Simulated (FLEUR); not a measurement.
Band structure of Rh (Fm-3m, 1 atom in the cell).

```yaml
crystal:
  lattice:
    - [0.00000, 1.90000, 1.90000]
    - [1.90000, 0.00000, 1.90000]
    - [1.90000, 1.90000, 0.00000]
  atoms:
    - { symbol: Rh, position: [0.00000, 0.00000, 0.00000] }
```

Method: PBE, all-electron FLAPW (FLEUR), scalar-relativistic valence in FLEUR.

Settings: Kmax = 4.3 1/bohr; GmaxXC = 17.2 1/bohr; xcFunctional = pbe; jspins = 1; l_soc = F; mode = hist; fermiSmearingEnergy = 0.00734986 Htr; mesh (inpgen div1-3) = 15 15 15; inpgen gamma flag = false; Gmax = 17.2 1/bohr; numbands = 0; maxIterBroyd = 40; imix = Anderson; alpha = 0.05.

The starting cell has typed, rounded lattice constants, without a prior relaxation at this level. Spin polarisation is off. Values depend on the basis (sphere radii, cutoffs, local orbitals), which need not be converged.

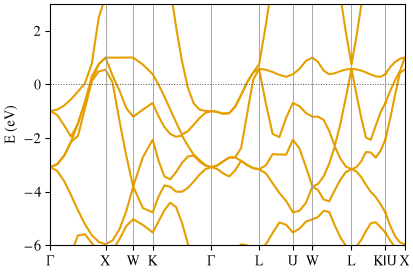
Fig. 1. Bands along the path, energies from the Fermi level.

Levels in eV from the Fermi level, bands 4 to 11:
```json
[
 {"point": "Γ", "4": "-7.96", "5": "-3.09", "6": "-3.09", "7": "-3.09", "8": "-1.00", "9": "-1.00", "10": "15.81", "11": "21.18"},
 {"point": "X", "4": "-6.33", "5": "-5.96", "6": "0.54", "7": "0.99", "8": "0.99", "9": "3.28", "10": "12.50", "11": "13.30"},
 {"point": "W", "4": "-5.03", "5": "-3.81", "6": "-3.81", "7": "-1.21", "8": "1.00", "9": "9.71", "10": "9.71", "11": "11.32"},
 {"point": "K", "4": "-5.53", "5": "-4.78", "6": "-2.07", "7": "-0.70", "8": "0.37", "9": "7.94", "10": "8.65", "11": "12.23"},
 {"point": "L", "4": "-6.13", "5": "-3.17", "6": "-3.17", "7": "0.57", "8": "0.57", "9": "0.74", "10": "8.75", "11": "15.36"},
 {"point": "U", "4": "-5.53", "5": "-4.78", "6": "-2.07", "7": "-0.70", "8": "0.37", "9": "7.94", "10": "8.65", "11": "12.23"}
]
```
